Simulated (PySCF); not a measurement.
## A study: Br2H2Si, SMILES `Br[SiH2]Br`

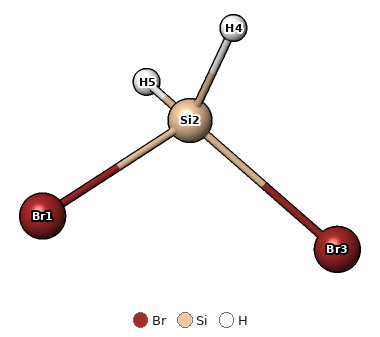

The molecule, with its atoms numbered as below. No frequency check shows the geometry to be a minimum.

Cartesian coordinates (Å):

```
Br1      1.7868    0.2592    0.0000
Si2      0.0000   -1.0394    0.0000
Br3     -1.7868    0.2592   -0.0000
H4      -0.0008   -1.7971    1.2318
H5       0.0008   -1.7971   -1.2318
```

Part 1: Bonding charge

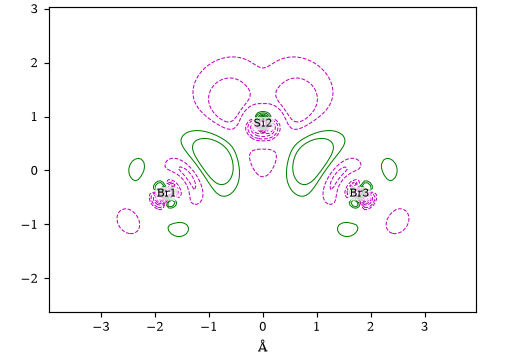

Deformation density (molecule less spherical, spin-averaged free atoms) in the plane of Br1, Si2 and Br3; contours at ±0.05 to ±0.8 e/Å³; solid green lines: gain, dashed magenta lines: loss.

PySCF calculation, ωB97X/def2-TZVP, gas phase; geometry: GFN2-xTB.

Question: Describe the bonding that the map shows.

Answer: Br1–Si2 and Si2–Br3: +0.08 e/Å³ at the bond critical point (bond length 2.21 Å, Mayer order 1.2). In all, 1.2 electrons gather in the regions of gain relative to the promolecule. A small or negative value marks a very polar bond, one between electron-rich atoms, whose free-atom densities already overlap strongly, a long bond to a heavier atom, or a closed-shell contact such as a hydrogen bond.

Part 2: Bond critical points

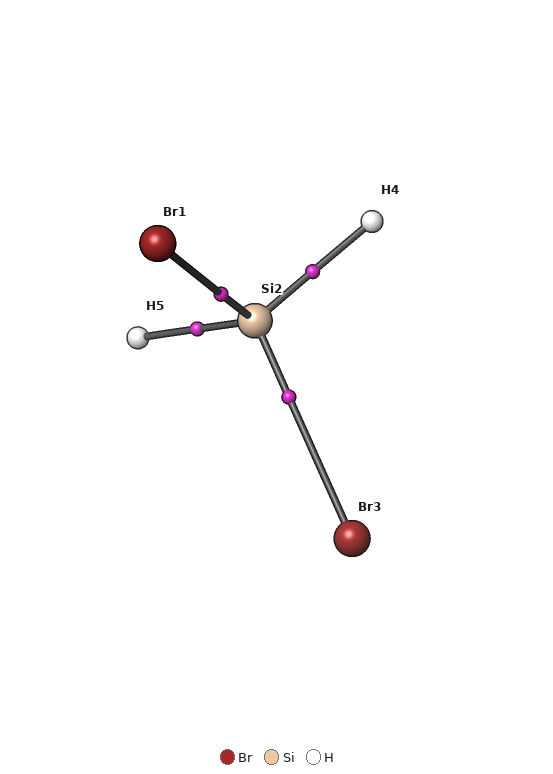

Molecular graph of the electron density (QTAIM): bond paths, bond critical points (magenta), ring points (cyan, if any); weak paths are dashed.

Question: How many critical points of each kind are there, and does the count close?

Answer: 5 nuclei, 4 bond, 0 ring and 0 cage critical points: 5 − 4 + 0 − 0 = 1, as the Poincaré–Hopf relation requires.

Question: What does the calculation give at each kind of bond critical point?

Answer:
```csv
bond,length (Å),ρ (a.u.),∇²ρ (a.u.),ε,H (a.u.)
Si2–H4 (2 alike),1.446,0.134,+0.18,0.00,−0.089
Br1–Si2 (2 alike),2.209,0.093,+0.09,0.01,−0.054
```

Question: What kind of interaction is Br1–Si2?

Answer: Polar or intermediate (positive Laplacian, negative energy density H): ρ = 0.093, ∇²ρ = +0.09, H = −0.054 a.u.

Part 3: Electrostatic potential

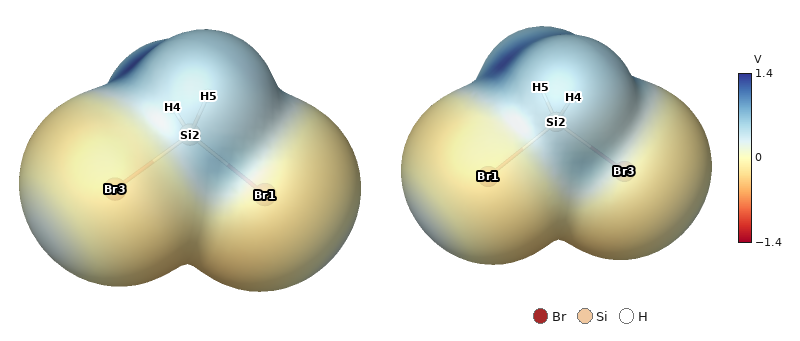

Electrostatic potential on the surface of electron density 0.001 a.u. (back view left, front view right).

Question: Where are the extremes of the potential on the surface?

Answer: Highest: 1.36 V, about equally far (2.0 Å) from Si2, H4 and H5, and at like points elsewhere. Further maxima include 0.68 V, 1.8 Å from H4, and at like points elsewhere; 0.32 V, 2.1 Å from Br1. Lowest: −0.35 V, 2.2 Å from Br3. The surface is sampled at points, so like sites can differ by a few per cent and only the strongest of them is named.

Question: Does Br1 carry a σ-hole?

Answer: Yes: a local maximum of +0.32 V lies on the extension of the Si2–Br1 bond.

Question: What volume does the surface enclose, and what is the dipole moment?

Answer: About 117 Å³; the dipole moment is 1.4 D.

Part 4: In an electric field

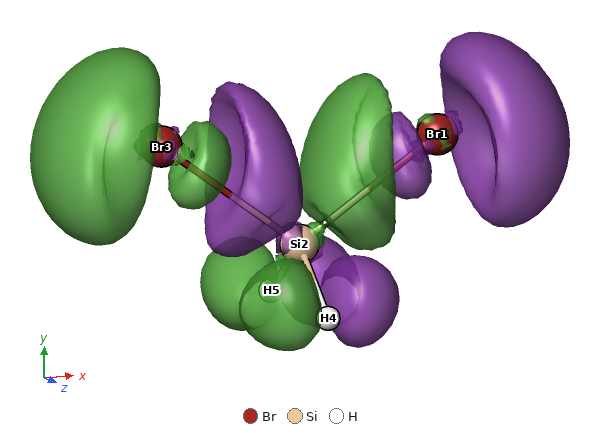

Change of the electron density in a uniform field of 0.21 V/Å, surfaces at ±0.002 e/Å³ (purple: gain, green: loss).

PySCF calculation, ωB97X/def2-TZVP, gas phase; geometry: GFN2-xTB. A basis without diffuse functions makes polarisabilities too small.

The field was applied in both directions; the picture shows the one opposite to the script's first.

Question: Along which Cartesian direction does the field point?

Answer: Along −x: electrons gather on the +x side, against the field.

Question: How large is the response?

Answer: The induced dipole is 0.78 D (along the field); α along this axis, from the fields in both directions, is 77 bohr³ (11.4 Å³).

Part 5: Removing or adding an electron

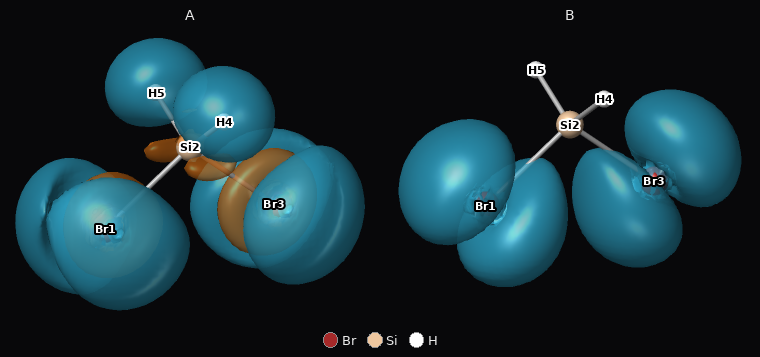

The Fukui function f⁻ from two separate SCF calculations and the density of the HOMO, at ±0.01 e/Å³ (light blue positive, orange negative).

Question: Which panel is which, and how good is the frozen-orbital picture?

Answer: A is f⁻ (it has negative regions), B the HOMO density. The HOMO lies on Br1 and Br3 (47 % each) and Si2 (5 %); f⁻ (Hirshfeld-condensed) is largest on Br1 and Br3 (0.36 each); the vertical ionisation energy is 11.09 eV (the stability of the cation's solution wasn't checked). Relaxation shifts 22 % of the electron between atoms. The orbital energy is −10.84 eV.
